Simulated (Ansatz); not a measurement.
# Cl2FIn: the cost of one run

All numbers below are computed with Ansatz 0.2.0 (RKS r2SCAN-D4/def2-SVP).

### 1 The starting structure

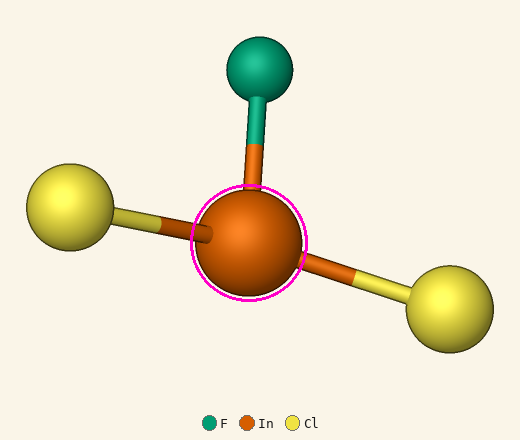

Start, viewed from a chosen angle; fluorine teal, indium orange, chlorine yellow. Ringed: In2.

Coordinates:

```xyz
4

F     0.3061    0.9396    1.4505
In   -0.3276   -0.2681   -0.0787
Cl    1.5262   -1.9677    0.0679
Cl   -1.4492    1.2359   -1.4600
```

### 2 End point A

input.yaml

```yaml
crystal:
  periodic: [false, false, false]
  atoms:
    - { symbol: F, position_ang: [0.3061, 0.9396, 1.4505] }
    - { symbol: In, position_ang: [-0.3276, -0.2681, -0.0787] }
    - { symbol: Cl, position_ang: [1.5262, -1.9677, 0.0679] }
    - { symbol: Cl, position_ang: [-1.4492, 1.2359, -1.46] }
basis:
  gaussian: { orbitals: def2-SVP }
hamiltonian:
  xc: r2scan
  dispersion: d4
relax:
  f_tol: 0.015
  max_steps: 40
```

Started as:

```console
$ ansatz run input.yaml --threads 1 --pin off --max-ram 2048MiB --backend cpu --events-out ev --progress --plain --runs-dir out
```

What time and memory should one allow on 1 thread of an Arm CPU, shared host?

About 35 s, with a peak of 0.14 GiB.
